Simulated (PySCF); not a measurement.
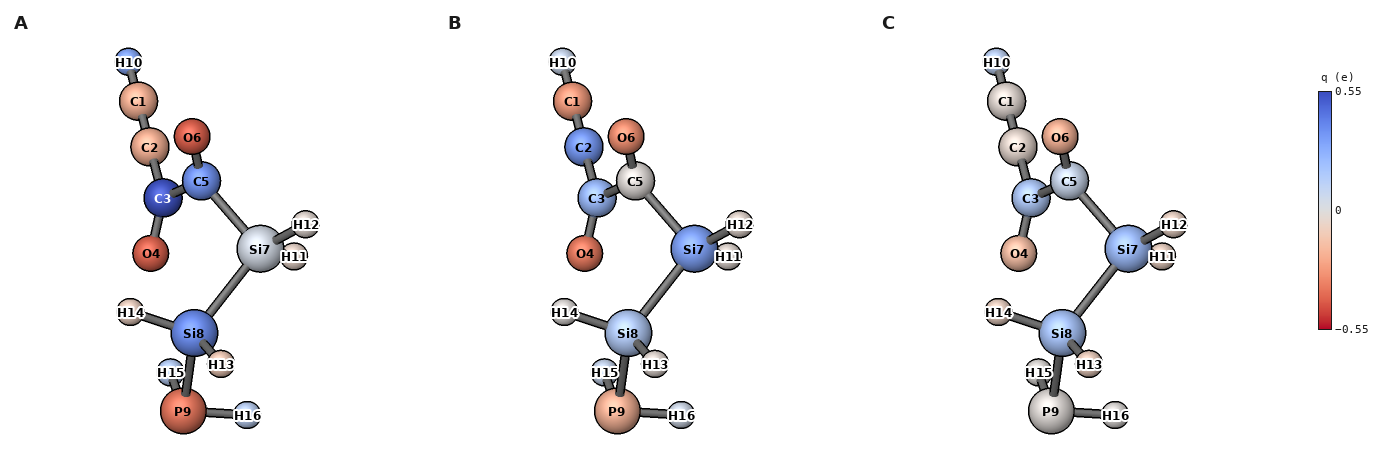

Atomic charges of one calculation by 3 schemes, on one colour scale. Computed geometry: GFN2-xTB optimisation. No frequency run is at hand to confirm it as a minimum. Computed with PBE0/pcSseg-1 (PySCF 2.14.0).

> The schemes are ESP-fitted, Hirshfeld, Mulliken. Which panel shows which?

A ESP-fitted, B Mulliken, C Hirshfeld.

List the charges (e), one line for each set of equivalent atoms.

| atom | ESP-fitted | Mulliken | Hirshfeld |
| --- | --- | --- | --- |
| C1 | −0.20 | −0.27 | −0.03 |
| C2 | −0.20 | 0.34 | −0.04 |
| C3 | 0.53 | 0.23 | 0.16 |
| O4 | −0.40 | −0.35 | −0.16 |
| C5 | 0.36 | −0.02 | 0.07 |
| O6 | −0.41 | −0.30 | −0.19 |
| Si7 | 0.04 | 0.31 | 0.22 |
| Si8 | 0.38 | 0.15 | 0.18 |
| P9 | −0.36 | −0.20 | −0.01 |
| H10 | 0.29 | 0.07 | 0.12 |
| H11 | −0.05 | −0.03 | −0.07 |
| H12 | −0.03 | −0.04 | −0.07 |
| H13 | −0.11 | −0.03 | −0.08 |
| H14 | −0.08 | −0.01 | −0.07 |
| H15 | 0.13 | 0.08 | −0.01 |
| H16 | 0.12 | 0.05 | −0.01 |

The geometry is semi-empirical. Around P, Si such bond lengths and angles can be off by a tenth of an ångström or more and by several degrees, and values that hang on the shape move with them.
